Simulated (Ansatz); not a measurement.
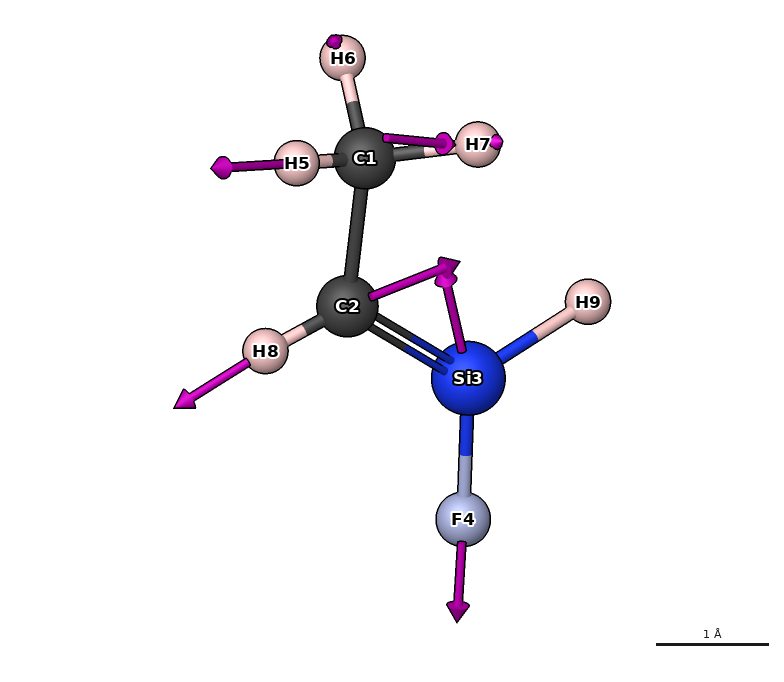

Arrows show the forces on the atoms, 0.06 Å of arrow for 1 eV/Å; forces under a tenth of the largest aren't drawn. Level of theory: r2SCAN-D4/def2-TZVPP (Ansatz 0.2.0).

List the force components in the frame of the picture (x right, y up, z towards the viewer), in eV/Å.

| atom | Fx | Fy | Fz |
| --- | --- | --- | --- |
| C1 | 10.61 | −1.06 | −12.06 |
| C2 | 13.56 | 5.39 | −7.77 |
| Si3 | −2.99 | 13.01 | 9.01 |
| F4 | −0.74 | −12.19 | −5.15 |
| H5 | −10.95 | −0.68 | 12.91 |
| H6 | −0.79 | 1.62 | −2.05 |
| H7 | 1.69 | 0.22 | 1.78 |
| H8 | −11.32 | −7.09 | 3.52 |
| H9 | 0.93 | 0.77 | −0.19 |
